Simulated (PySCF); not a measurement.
# H$_{10}$NSi$_{2}$, charge +1, SMILES `[NH4+].[SiH3][SiH3]`: electronic structure

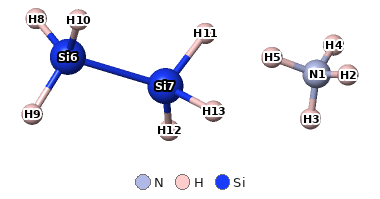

The molecule, with its atoms numbered as below. The pair's geometry is semi-empirical, so its contact may be too short or too long.

Geometry (Å), atoms numbered from 1:

```
N1       3.4880    0.1939   -0.0005
H2       3.7795    0.0560    0.9722
H3       3.5783   -0.6887   -0.5135
H4       4.0705    0.9136   -0.4401
H5       2.4592    0.4817   -0.0200
Si6     -2.2822    0.1727   -0.0006
Si7     -0.0185   -0.3018    0.0008
H8      -2.5428    1.1269   -1.0779
H9      -3.0091   -1.0769   -0.2165
H10     -2.6185    0.7603    1.2958
H11      0.9253    0.8985   -0.0507
H12      0.5694   -1.0559   -1.1172
H13      0.5803   -0.9651    1.1695
```

## 1. Bonding charge

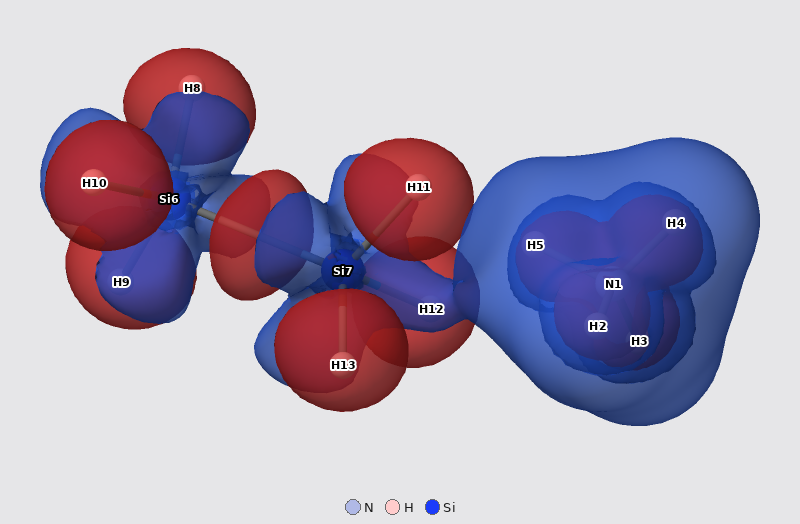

Deformation density (molecule less spherical, spin-averaged free atoms at the same positions), surfaces at ±0.04 e/Å³; red: gain, blue: loss.

Computed with PySCF, CAM-B3LYP/aug-cc-pVDZ, geometry: GFN2-xTB.

How much density has each bond gained at its critical point, relative to the free atoms?

Answer. The five largest and four smallest: N1–H2: +0.84 e/Å³ at the bond critical point (bond length 1.02 Å). N1–H3: +0.84 e/Å³ at the bond critical point (bond length 1.02 Å). N1–H4: +0.84 e/Å³ at the bond critical point (bond length 1.02 Å). N1–H5: +0.68 e/Å³ at the bond critical point (bond length 1.07 Å). Si6–H9: +0.17 e/Å³ at the bond critical point (bond length 1.46 Å). Si7–H12: +0.15 e/Å³ at the bond critical point (bond length 1.47 Å). Si7–H13: +0.15 e/Å³ at the bond critical point (bond length 1.47 Å). Si6–Si7: +0.11 e/Å³ at the bond critical point (bond length 2.31 Å). Si7–H11: +0.09 e/Å³ at the bond critical point (bond length 1.53 Å); up to 0.6 Å beside the axis the gain reaches +0.32 e/Å³. In all, 2.7 electrons gather in the regions of gain relative to the promolecule of neutral atoms (the regions of loss give up this much and the cation's charge besides). A small or negative value marks a very polar bond, one between electron-rich atoms, whose free-atom densities already overlap strongly, a long bond to a heavier atom, or a closed-shell contact such as a hydrogen bond.

Where do the Hirshfeld charges lie?

Answer. The highest Hirshfeld charge is on Si6 (+0.30 e), the lowest on H11 (−0.09 e).

## 2. Electrostatic potential

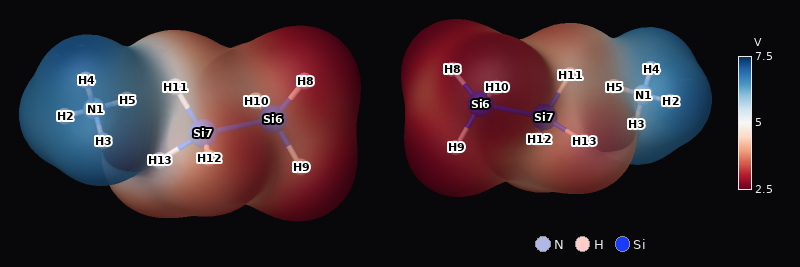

Electrostatic potential on the surface of electron density 0.001 a.u. (back view left, front view right).

Where are the extremes of the potential on the surface?

Answer. Highest: 7.07 V, 1.1 Å from H4. Further maxima include 4.21 V, near H11 (2.07 Å), Si7 (2.12 Å) and H13 (2.16 Å). Lowest: 2.59 V, 1.5 Å from H9. Further minima include 3.19 V, 1.5 Å from H12; 3.19 V, 1.5 Å from H13. The surface is sampled at points, so like sites can differ by a few per cent and only the strongest of them is named.

## 3. Weak contacts

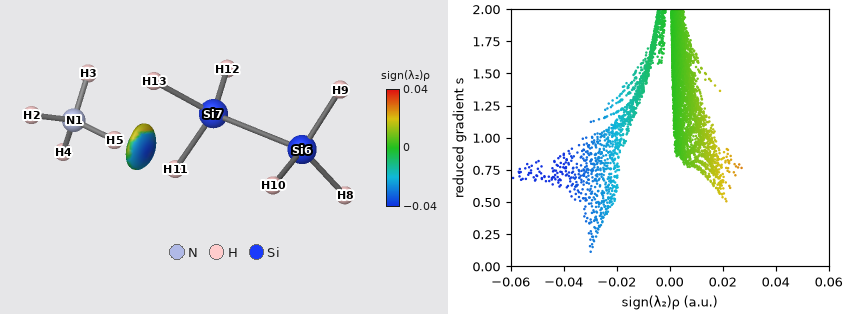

Non-covalent interaction surfaces between the fragments (reduced density gradient s = 0.6, coloured by sign(λ₂)ρ in a.u.; trimmed to the region between the fragments where ρ is under 0.06 a.u.). Fragment A: NH4(+1) (atoms 1–5); fragment B: Si2H6. The plot gives s against sign(λ₂)ρ for grid points between the fragments.

Method: CAM-B3LYP/aug-cc-pVDZ; geometry: GFN2-xTB; program: PySCF.

Which interactions hold the two fragments together?

Answer. Bond critical points between the fragments: H5···H11, H···H contact, 1.59 Å, ρ = 0.030 a.u. It appears blue (attractive, sign(λ₂)ρ well below zero). The pose is a local one from a semi-empirical search, not shown to be the most stable. With a charged fragment, long-range electrostatics, which these surfaces don't show, weighs heavily in the interaction energy.

How strongly are they bound?

Answer. The counterpoise-corrected interaction energy of the frozen fragments is −12.1 kcal/mol without dispersion correction and −13.2 kcal/mol with D3(BJ). The pair geometry is semi-empirical, not a minimum at this level.

## 4. Binding density

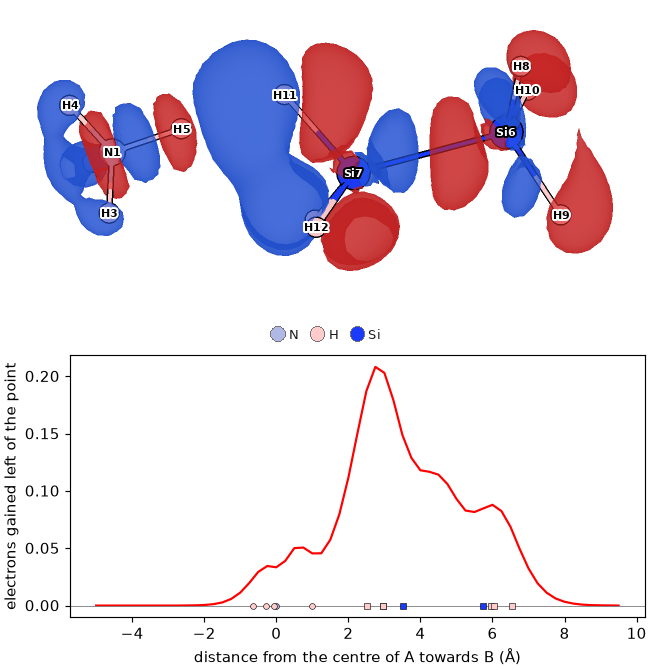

Density of the complex less the densities of the two fragments at the same geometry, ±0.008 e/Å³ (blue: gain, red: loss). Fragment A: NH4(+1) (atoms 1–5); fragment B: Si2H6. Below: the charge-displacement curve along the line of centres (A on the left).

How is the density rearranged on binding?

Answer. Hirshfeld charges show 0.077 e passing from B to A. By Hirshfeld charges, electrons gather most on H11 (−0.040 e) and leave Si6 most (+0.046 e); 0.30 e is displaced in all.

## 5. Excited states

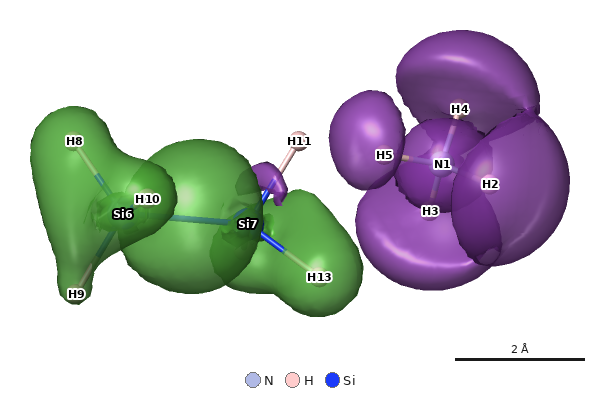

Unrelaxed difference density of S₁ less the ground state (TDA singlet states), ±0.015 e/Å³; purple: gain, green: loss.

Computed with PySCF, B3LYP/def2-SVP, geometry: GFN2-xTB. Without diffuse functions Rydberg states are missing, so the states' numbers hold for this basis only.

How does the charge move on excitation?

Answer. 0.88 e is displaced in all, of which about 0.8 e passes between atoms: Si7 (0.30 e) and Si6 (0.30 e) lose electrons and N1 (0.20 e) and H4 (0.18 e) gain them. The state: 6.51 eV (191 nm), f = 0.147 (bright), charge transfer, whose energy this functional puts too low; the leading pair carries 99 %; hole on Si7 (38 %), Si6 (33 %) and H12 and H13 (6 % each), electron on N1 (21 %), H2, H3 and H4 (18 % each) and H5 (8 %); their centroids lie 4.2 Å apart.

The PySCF runs shown took 25 s, 59 s and 2.1 min on 1 thread of Arm Neoverse V1, with other jobs on the host.
